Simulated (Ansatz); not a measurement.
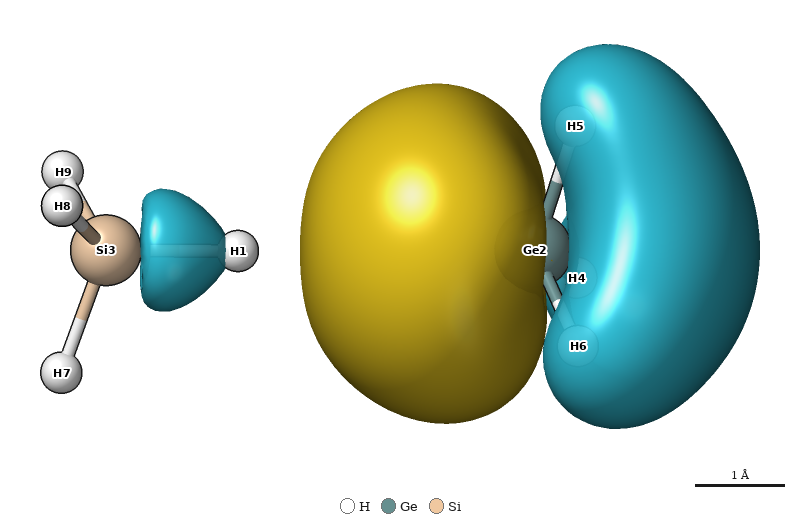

Figure 1: SiH4···GeH3 (doublet). The LUMO (β) at ±0.06 Å⁻³ᐟ² (yellow and cyan are the two phases), seen from one side.

The product side of a reaction path; geometry: PBE0-D4/def2-TZVP.

Theory: UKS PBE0-D4/def2-TZVPP (Ansatz).

Input

```
crystal:
  periodic: [false, false, false]
  atoms:
    - {symbol: H, position_ang: [0.139302, -0.669262, 0.448406]}
    - {symbol: Ge, position_ang: [-0.399565, 2.068284, -1.396627]}
    - {symbol: Si, position_ang: [0.367702, -1.885428, 1.271934]}
    - {symbol: H, position_ang: [-0.909612, 1.612212, -2.775415]}
    - {symbol: H, position_ang: [-1.458768, 2.911880, -0.664773]}
    - {symbol: H, position_ang: [0.929489, 2.834427, -1.522589]}
    - {symbol: H, position_ang: [1.522298, -2.643319, 0.726553]}
    - {symbol: H, position_ang: [0.654617, -1.487793, 2.673540]}
    - {symbol: H, position_ang: [-0.845563, -2.740901, 1.238970]}
basis:
  gaussian: {orbitals: def2-TZVPP}
magnetization: {spin_polarized: true, initial_magnetization: 1}
hamiltonian: {xc: pbe0, dispersion: d4}
output: {orbitals: {seedname: orbitals}}
```

Launched as:

```sh
ansatz run in.yaml --threads 4 --pin off --events-out ev --progress --plain --max-ram 9574MiB
```

What is the character of this orbital?

Its weight (Hirshfeld) is mainly on Ge2 (about 75 %). Its energy is −2.75 eV.
